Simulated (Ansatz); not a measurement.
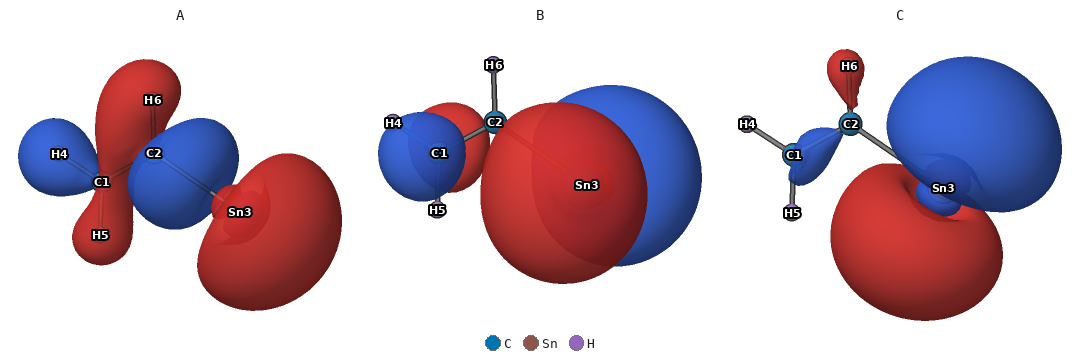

Figure. C$_{2}$H$_{3}$Sn (SMILES [CH2][CH]=[Sn]) (doublet). Three frontier orbitals at ±0.08 Å⁻³ᐟ² (blue and red are the two phases), in no order.

Geometry: B3LYP-D3(BJ)/def2-SVP; core potentials replace the inner electrons of Sn.

Theory: isolated molecule in a Gaussian basis; Kohn-Sham density functional theory, functional PBE0 (Ansatz).

```yaml
atoms:
  - { symbol: C, position_ang: [0.3263, 0.6030, 0.6587] }
  - { symbol: C, position_ang: [0.0703, 0.4711, -0.6558] }
  - { symbol: Sn, position_ang: [-0.7331, -1.4082, -1.4815] }
  - { symbol: H, position_ang: [0.7271, 1.5292, 1.0956] }
  - { symbol: H, position_ang: [0.1469, -0.2141, 1.3692] }
  - { symbol: H, position_ang: [0.2776, 1.3372, -1.3010] }
```

Which picture is the HOMO−1, the HOMO and the LUMO? All are α orbitals.

Answer. A is the HOMO−1 (α) (−7.02 eV). Its weight (Hirshfeld) is mainly on Sn3 (about 50 %), C2 (about 35 %) and C1 (about 5 %); it is symmetric in the molecular plane (an in-plane orbital: σ, lone-pair or in-plane π type). C is the HOMO (α) (−4.68 eV). It lies mainly on Sn3 (about 90 %); it is symmetric in the molecular plane (an in-plane orbital: σ, lone-pair or in-plane π type). B is the LUMO (α) (−2.84 eV). It lies mainly on Sn3 (about 85 %) and C1 (about 10 %); it changes sign across the molecular plane (π type).

What is the gap between the highest occupied and lowest empty α orbitals?

Answer. 1.84 eV between the orbital energies.
